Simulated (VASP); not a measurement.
# SiO2 with r2SCAN: from relaxation to properties

Aim: relax SiO2, then compute properties on the relaxed cell. The steps: full relaxation (r2SCAN), single point with fields (r2SCAN), bands along the symmetry lines (r2SCAN), density of states (r2SCAN), independent-particle dielectric function (r2SCAN) and optical spectrum (r2SCAN). The start is a cell from a database of measured crystal structures.

Calculated with VASP 6.6.1; r2SCAN; plane waves and PAW (Si, O).

### 1. The structure

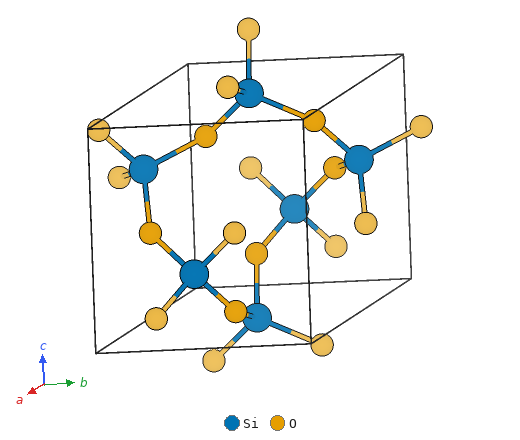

The cell as given, slightly off an axis (silicon blue, oxygen orange). Some periodic images of atoms are drawn too.

As a file:

```xyz
9
Lattice="4.9164 0.0000 0.0000 -2.4582 4.2577 0.0000 0.0000 0.0000 5.4084" Properties=species:S:1:pos:R:3 pbc="T T T"
Si    2.3094    0.0000    3.6056
Si   -1.1547    2.0000    1.8028
Si    1.3035    2.2577    0.0000
O     1.3754    1.1393    4.2487
O     3.2420    0.6215    2.4459
O     2.7571    2.4970    0.6431
O     0.2990    1.7607    1.1597
O    -1.0828    3.1184    2.9625
O     0.7839    3.6362    4.7653
```

### 2. Full relaxation (r2SCAN)

Properties are meant for the cell that this level of theory prefers, so cell and atoms are relaxed first (ISIF = 3) until forces and stress are small; EDIFFG sets the threshold. r2SCAN adds the kinetic-energy density, costs more than a GGA and is run with LASPH.

File INCAR:

```
SYSTEM = SiO2
PREC = Accurate
ENCUT = 520
EDIFF = 1E-06
NELM = 100
ISMEAR = 0
SIGMA = 0.05
LREAL = .FALSE.
ALGO = Normal
METAGGA = R2SCAN
LASPH = .TRUE.
NBANDS = 33
LORBIT = 11
LWAVE = .FALSE.
LCHARG = .FALSE.
KPAR = 8
IBRION = 2
NSW = 60
ISIF = 3
EDIFFG = -0.01
```

File POSCAR:

```
SiO2
1.0
    4.9163600000      0.0000000000      0.0000000000
   -2.4581800000      4.2576926541      0.0000000000
    0.0000000000      0.0000000000      5.4084000000
Si O
3 6
Direct
    0.4697300000      0.0000000000      0.6666666667
    0.0000000000      0.4697300000      0.3333333333
    0.5302700000      0.5302700000      0.0000000000
    0.4135400000      0.2675800000      0.7855800000
    0.7324200000      0.1459600000      0.4522466667
    0.8540400000      0.5864600000      0.1189133333
    0.2675800000      0.4135400000      0.2144200000
    0.1459600000      0.7324200000      0.5477533333
    0.5864600000      0.8540400000      0.8810866667
```

File KPOINTS:

```
Automatic mesh
0
Gamma
5 5 4
0 0 0
```

The projector-augmented-wave data sets are Si and O (PBE family, release 64).

On the command line:

```sh
$ mpirun -np 8 vasp_std
```

The program printed:

```text
[banner, memory and clock lines left out]
running    8 mpi-ranks, on    1 nodes
 distrk:  each k-point on    1 cores,    8 groups
 distr:  one band on    1 cores,    1 groups

 POSCAR found type information on POSCAR SiO
 POSCAR found :  2 types and       9 ions
|                                                                             |
|           W    W    AA    RRRRR   N    N  II  N    N   GGGG   !!!           |
|           W    W   A  A   R    R  NN   N  II  NN   N  G    G  !!!           |
|           W    W  A    A  R    R  N N  N  II  N N  N  G       !!!           |
|           W WW W  AAAAAA  RRRRR   N  N N  II  N  N N  G  GGG   !            |
|           WW  WW  A    A  R   R   N   NN  II  N   NN  G    G                |
|           W    W  A    A  R    R  N    N  II  N    N   GGGG   !!!           |
|                                                                             |
|     For optimal performance we recommend to set                             |
|       NCORE = 2 up to number-of-cores-per-socket                            |
|     NCORE specifies how many cores store one orbital (NPAR=cpu/NCORE).      |
|     This setting can greatly improve the performance of VASP for DFT.       |
|     The default, NCORE=1 might be grossly inefficient on modern             |
|     multi-core architectures or massively parallel machines. Do your        |
|     Unfortunately you need to use the default for GW and RPA                |
|     calculations (for HF NCORE is supported but not extensively tested      |
|     yet).                                                                   |
|                                                                             |

|                                                                             |
|               ----> ADVICE to this user running VASP <----                  |
|                                                                             |
|     You enforced a specific xc type in the INCAR file but a different       |
|     [... a line on the potential file left out ...]
|     I HOPE YOU KNOW WHAT YOU ARE DOING!                                     |
|                                                                             |

 LDA part: xc-table for (None), standard interpolation
 POSCAR, INCAR and KPOINTS ok, starting setup
 FFT: planning ... GRIDC
 FFT: planning ... GRID_SOFT
 FFT: planning ... GRID
 WAVECAR not read
 entering main loop
       N       E                     dE             d eps       ncg     rms          rms(c)
DAV:   1     0.256426439699E+03    0.25643E+03   -0.25966E+04  1122   0.138E+03
DAV:   2    -0.948559994459E+02   -0.35128E+03   -0.34059E+03  1445   0.318E+02
DAV:   3    -0.112968894765E+03   -0.18113E+02   -0.18049E+02  1412   0.767E+01
DAV:   4    -0.113155898507E+03   -0.18700E+00   -0.18686E+00  1388   0.877E+00
DAV:   5    -0.113158480849E+03   -0.25823E-02   -0.25817E-02  1412   0.101E+00    0.262E+01
DAV:   6    -0.889384630044E+02    0.24220E+02   -0.20887E+01  1320   0.238E+01    0.149E+01
DAV:   7    -0.893014375197E+02   -0.36297E+00   -0.28469E+00  1396   0.887E+00    0.537E+00
DAV:   8    -0.894031070653E+02   -0.10167E+00   -0.20059E-01  1348   0.311E+00    0.165E+00
DAV:   9    -0.894231743014E+02   -0.20067E-01   -0.77654E-02  1372   0.157E+00    0.467E-01
DAV:  10    -0.894240401983E+02   -0.86590E-03   -0.26700E-03  1388   0.322E-01    0.155E-01
DAV:  11    -0.894244407551E+02   -0.40056E-03   -0.38961E-04  1356   0.145E-01    0.441E-02
DAV:  12    -0.894244335194E+02    0.72357E-05   -0.15873E-05  1388   0.269E-02    0.217E-02
DAV:  13    -0.894244329875E+02    0.53195E-06   -0.44009E-06  1276   0.124E-02
   1 F= -.89424433E+02 E0= -.89424433E+02  d E =-.894244E+02
 curvature:   0.00 expect dE= 0.000E+00 dE for cont linesearch  0.000E+00
 trial: gam= 0.00000 g(F)=  0.298E-02 g(S)=  0.219E-01 ort = 0.000E+00 (trialstep = 0.100E+01)
 search vector abs. value=  0.249E-01
 bond charge predicted
       N       E                     dE             d eps       ncg     rms          rms(c)
DAV:   1    -0.894988901361E+02   -0.74457E-01   -0.26492E+00  1279   0.111E+01    0.242E+00
DAV:   2    -0.894204666296E+02    0.78424E-01   -0.26297E-01  1371   0.310E+00    0.520E-01
DAV:   3    -0.894176518335E+02    0.28148E-02   -0.18104E-02  1257   0.742E-01    0.242E-01
DAV:   4    -0.894171918279E+02    0.46001E-03   -0.61134E-04  1419   0.156E-01    0.135E-01
DAV:   5    -0.894170679278E+02    0.12390E-03   -0.25006E-04  1361   0.928E-02    0.430E-02
DAV:   6    -0.894170671532E+02    0.77458E-06   -0.72845E-06  1372   0.167E-02
   2 F= -.89417067E+02 E0= -.89417067E+02  d E =0.736583E-02
[...]
3 F= -.89429198E+02 E0= -.89429198E+02  d E =-.476536E-02
[...]
4 F= -.89429196E+02 E0= -.89429196E+02  d E =-.476349E-02
[...]
5 F= -.89429122E+02 E0= -.89429122E+02  d E =0.744470E-04
[...]
6 F= -.89429269E+02 E0= -.89429269E+02  d E =-.727045E-04
 curvature:  -0.18 expect dE=-0.299E-04 dE for cont linesearch -0.120E-07
 trial: gam= 0.42736 g(F)=  0.163E-03 g(S)=  0.353E-05 ort =-0.517E-05 (trialstep = 0.772E+00)
 search vector abs. value=  0.235E-03
 bond charge predicted
       N       E                     dE             d eps       ncg     rms          rms(c)
DAV:   1    -0.894294155326E+02   -0.14617E-03   -0.25108E-02  1124   0.103E+00    0.683E-02
DAV:   2    -0.894293684242E+02    0.47108E-04   -0.54472E-04  1427   0.143E-01    0.212E-02
DAV:   3    -0.894293612025E+02    0.72217E-05   -0.21051E-05  1355   0.292E-02    0.102E-02
DAV:   4    -0.894293602476E+02    0.95493E-06   -0.42864E-06  1420   0.142E-02
   7 F= -.89429360E+02 E0= -.89429360E+02  d E =-.910650E-04
 trial-energy change:   -0.000091  1 .order   -0.000087   -0.000127   -0.000048
 step:   1.2449(harm=  1.2449)  dis= 0.00115  next Energy=   -89.429371 (dE=-0.102E-03)
 reached required accuracy - stopping structural energy minimisation
```

Wall time 4.5 min (8 MPI ranks of AMD EPYC 7R43, shared host); peak memory 2.2 GiB; 36 min of CPU time.

The logs omit lines about the potential files and the build; timing stands in the text.

Parts of OUTCAR (step 2):

```text
ion  position               nearest neighbor table
   1  0.470  0.000  0.667-   4 1.61   8 1.61   9 1.61   5 1.61   3 3.06   3 3.06   2 3.06   2 3.06

  LATTYP: Found a hexagonal cell.
 ALAT       =     4.9163600000
 C/A-ratio  =     1.1000821746

 Subroutine GETGRP returns: Found  6 space group operations
 (whereof  2 operations were pure point group operations)

The static configuration has the point symmetry C_2 .
 The point group associated with its full space group is D_3 .

 Found     17 irreducible k-points:

   k-points           NKPTS =     17   k-points in BZ     NKDIM =     17   number of bands    NBANDS=     33

   dimension x,y,z NGX =    40 NGY =   40 NGZ =   40
   dimension x,y,z NGXF=    80 NGYF=   80 NGZF=   80

   ENCUT  =  520.0 eV  38.22 Ry    6.18 a.u.   9.14  9.14 10.06*2*pi/ulx,y,z

   NELECT =      48.0000    total number of electrons

 k-points in reciprocal lattice and weights: Automatic mesh
   0.00000000  0.00000000  0.00000000       0.010
   0.20000000  0.00000000  0.00000000       0.060
   0.40000000  0.00000000  0.00000000       0.060
   0.20000000  0.20000000  0.00000000       0.060
   0.40000000  0.20000000  0.00000000       0.060
   0.00000000  0.00000000  0.25000000       0.020
   0.20000000  0.00000000  0.25000000       0.060
   0.00000000  0.20000000  0.25000000       0.060
   0.40000000  0.00000000  0.25000000       0.060
[...]
0.20000000  0.20000000  0.50000000       0.060
   0.40000000  0.20000000  0.50000000       0.060

 average (electrostatic) potential at core
       1 -89.5832       2 -89.5832       3 -89.5831       4 -76.2686       5 -76.2685
       6 -76.2686       7 -76.2686       8 -76.2685       9 -76.2686

 E-fermi :   0.8083

 k-point     1 :       0.0000    0.0000    0.0000
  band No.  band energies     occupation
    ...
     20      -0.4409      2.00000
     21      -0.4409      2.00000
     22      -0.1209      2.00000
     23       0.2616      2.00000
     24       0.2616      2.00000
     25       7.1543      0.00000
     26      10.6290      0.00000
     27      10.6290      0.00000
     28      11.1356      0.00000
     29      11.1356      0.00000
    ...

 k-point     2 :       0.2000    0.0000    0.0000
  band No.  band energies     occupation
    ...
     20      -0.5127      2.00000
     21      -0.4361      2.00000
     22      -0.2463      2.00000
     23       0.3211      2.00000
     24       0.3777      2.00000
     25       7.7588      0.00000
     26      10.6324      0.00000
     27      10.7200      0.00000
     28      11.1939      0.00000
     29      11.3263      0.00000
    ...

 k-point     3 :       0.4000    0.0000    0.0000
  band No.  band energies     occupation
    ...
     20      -0.5457      2.00000
     21      -0.4684      2.00000
     22      -0.2362      2.00000
     23       0.3118      2.00000
     24       0.5159      2.00000
     25       9.0731      0.00000
     26      10.5226      0.00000
     27      10.8999      0.00000
     28      11.2210      0.00000
     29      11.7676      0.00000
    ...

  Total       -0.0211531     -0.0211531     -0.0080279      0.0000000     -0.0000000      0.0000000
  in kB       -0.2970634     -0.2970634     -0.1127389      0.0000000     -0.0000000      0.0000000
  external PRESSURE =      -0.2356219 kB  Pullay stress =       0.0000000 kB

  energy-cutoff  :      520.00
  volume of cell :      114.09
      direct lattice vectors                 reciprocal lattice vectors
     4.928509807 -0.000000000  0.000000000     0.202901088  0.117144998  0.000000000
    -2.464254904  4.268214696 -0.000000000     0.000000000  0.234289995  0.000000000
    -0.000000000 -0.000000000  5.423433118     0.000000000  0.000000000  0.184385052

 POSITION                                       TOTAL-FORCE (eV/Angst)
 -----------------------------------------------------------------------------------
     -0.15033      4.26821      3.61562        -0.001864     -0.000000     -0.000000
     -1.15696      2.00391      1.80781         0.000932     -0.001615     -0.000000
      1.30729      2.26430     -0.00000         0.000932      0.001615     -0.000000
      1.37771      1.14351      4.26035         0.003115      0.008232      0.004147
      3.24935      0.62138      2.45254        -0.008686     -0.001419      0.004147
      2.76571      2.50333      0.64473         0.005572     -0.006813      0.004147
      0.30145      1.76489      1.16308         0.005572      0.006813     -0.004147
     -1.08654      3.12471      2.97089         0.003115     -0.008232     -0.004147
      0.78509      3.64684      4.77870        -0.008686      0.001419     -0.004147
 -----------------------------------------------------------------------------------
    total drift:                               -0.000032     -0.000055      0.000000

  FREE ENERGIE OF THE ION-ELECTRON SYSTEM (eV)
  ---------------------------------------------------
  free  energy   TOTEN  =       -89.4293602476 eV

  energy  without entropy=      -89.4293602476  energy(sigma->0) =      -89.42936025

 reached required accuracy - stopping structural energy minimisation

 total charge
# of ion       s       p       d       tot
------------------------------------------
    1        0.634   1.000   0.000   1.634
    2        0.634   1.000   0.000   1.634
    3        0.634   1.000   0.000   1.634
    4        1.556   3.727   0.000   5.283
    5        1.556   3.727   0.000   5.283
    6        1.556   3.727   0.000   5.283
    7        1.556   3.727   0.000   5.283
    8        1.556   3.727   0.000   5.283
    9        1.556   3.727   0.000   5.283
--------------------------------------------------
tot         11.236  25.362   0.000  36.599

[... 3 further parts left out ...]
```

CONTCAR:

```
SiO2
   1.00000000000000
     4.9285098071483242   -0.0000000000000000    0.0000000000000000
    -2.4642549035741621    4.2682146957411620   -0.0000000000000000
    -0.0000000000000000   -0.0000000000000000    5.4234331177032162
  Si              O
     3     6
Direct
     0.4694968829636392    1.0000000000000000    0.6666666667000030
     0.0000000000000000    0.4694968829636392    0.3333333332999970
     0.5305031170363608    0.5305031170363608    0.0000000000000000
     0.4134951400276687    0.2679121586288972    0.7855452566398180
     0.7320878413711027    0.1455829813987786    0.4522119233398138
     0.8544170186012215    0.5865048599723311    0.1188785899398150
     0.2679121586288973    0.4134951400276688    0.2144547433601821
     0.1455829813987786    0.7320878413711027    0.5477880766601861
     0.5865048599723311    0.8544170186012214    0.8811214100601850
```

The gap is read on the k-mesh alone, so it is an upper bound where the band edges lie off the mesh. The PAW data sets were made with PBE, which is usual practice but a small mismatch for other functionals. The run keeps the 6 symmetry operations of its start, so it cannot find a distortion of lower symmetry.

Step by step:

```tsv
step	energy less that of the first step (eV)	largest force (eV/Å)	pressure (GPa)	volume (Å³)
1	0.0000	0.1008	1.65	113.21
2	0.0074	0.1958	-2.43	115.35
3	-0.0048	0.0423	0.03	114.02
4	-0.0048	0.0411	0.07	114.01
5	-0.0047	0.0670	-0.04	114.08
6	-0.0048	0.0237	0.02	114.04
7	-0.0049	0.0097	-0.02	114.09
```

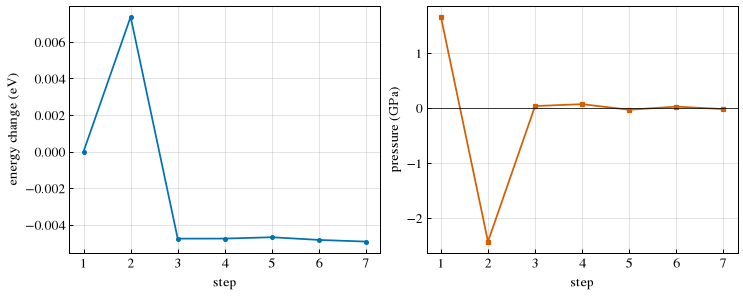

Energy and pressure along the relaxation.

```tsv
conventional cell, symmetrised	before	after	change
a (Å)	4.916	4.929	+0.2 %
b (Å)	4.916	4.929	+0.2 %
c (Å)	5.408	5.423	+0.3 %
volume (Å³/atom)	12.58	12.68	+0.8 %
```

Final coordinates:

```xyz
9
Lattice="4.9285 0.0000 0.0000 -2.4643 4.2682 0.0000 0.0000 0.0000 5.4234" Properties=species:S:1:pos:R:3 pbc="T T T"
Si    2.3139    0.0000    3.6156
Si   -1.1570    2.0039    1.8078
Si    1.3073    2.2643    0.0000
O     1.3777    1.1435    4.2604
O     3.2493    0.6214    2.4525
O     2.7657    2.5033    0.6447
O     0.3015    1.7649    1.1631
O    -1.0865    3.1247    2.9709
O     0.7851    3.6468    4.7787
```

A gap read on the k-mesh alone can miss the band edges.

Numbers from this step:

* electrons: 48
* bands: 33
* irreducible k points: 17
* symmetry operations: 6
* free energy (TOTEN): -89.4294 eV
* Fermi energy: 0.8083 eV
* pressure: -0.02356 GPa
* metallic: no
* valence top at k: 0.4, 0.2, 0
* conduction bottom at k: 0, 0, 0
* least direct gap at k: 0, 0, 0
* SCF cycles over all ionic steps: 44
* gap on the k-mesh: 6.594 eV
* least direct gap on the k-mesh: 6.893 eV

It ends with a largest force of 0.010 eV/Å and a pressure of -0.02 GPa. The volume lies +0.8 % from that of the database's start.

(Part 1 of 3 ends here.)

[Lines on the potential files, build, host, timing and source positions are cut from VASP's logs without a mark.]

[Logs are printed without paths, hosts, clocks, repeated set-up lines and the standing remarks that a program may print on its own settings, such as how far it seeks lower states.]

[Hosts, paths, dates, database ids (printed as entryN), source tags and the programs' standing remarks are cut or masked in the printed files.]

[A measured line is paired with the nearest computed mode of its activity, which favours agreement.]
